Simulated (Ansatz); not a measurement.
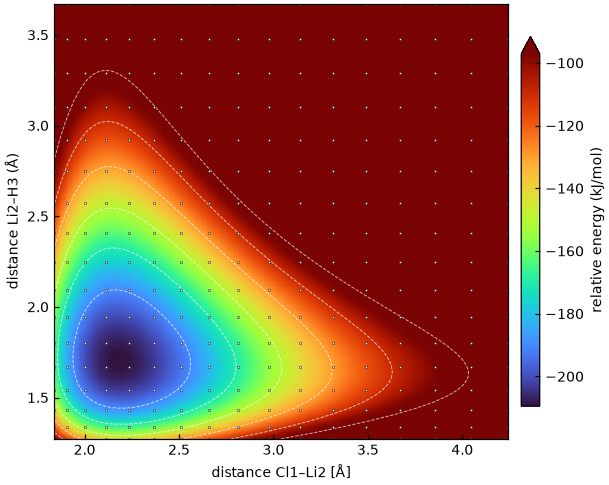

The system Cl⁻ + LiH. The first coordinate is: distance Cl1–Li2; the second: distance Li2–H3. Nothing is relaxed (the angle Cl1–Li2–H3 is fixed at 180 degrees). Grid: 17 × 17 points. Points are written as (first, second). Energies: kJ/mol, counted from Cl with charge -1 far from the relaxed LiH (each part in its own basis). The restricted reference is unstable at some or all points, so the energies there are unreliable. The calculation used RHF-MP2, frozen core/aug-cc-pVTZ (Ansatz 0.2.0).

In the figure: a smooth colour map with a few white contour lines, dots at the grid points, one colour for all values above the top of the scale. Between grid points the surface is interpolated.

Question: Where is the minimum, and how stiff is the well along each coordinate?

Answer: The interpolated minimum is at distance Cl1–Li2 ≈ 2.183 Å, distance Li2–H3 ≈ 1.705 Å. The curvatures there are about 4.7 eV/Å² and 4.2 eV/Å², with a cross term of about 0.2 eV/Å². Round the minimum the two coordinates are weakly coupled (coupling 0.05 in units of the two stiffnesses). (1 eV is 96.5 kJ/mol.)
